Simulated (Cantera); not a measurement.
Input: 1 mol Cu, 0.11 mol CO, held at 13300 Pa.

Equilibrium computed with Cantera from the NASA thermochemical tables; the gas is ideal and each condensed phase is pure. Candidate condensed phases: C, Cu, CuO, Cu2O; 15 gas species. The numbers say what is thermodynamically allowed, not how fast it happens.

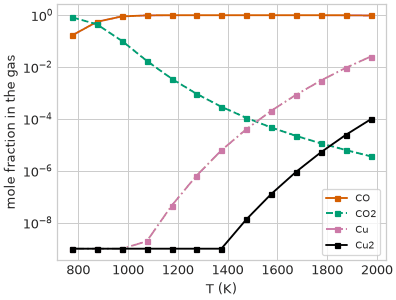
Figure: Equilibrium gas composition (values under 1e-9 drawn at 1e-9)

From 775 K to 1275 K the condensed part is C(graphite) + Cu(s). From 1375 K to 1475 K the condensed part is C(graphite) + Cu(l). From 1575 K to 1975 K the condensed part is Cu(l).
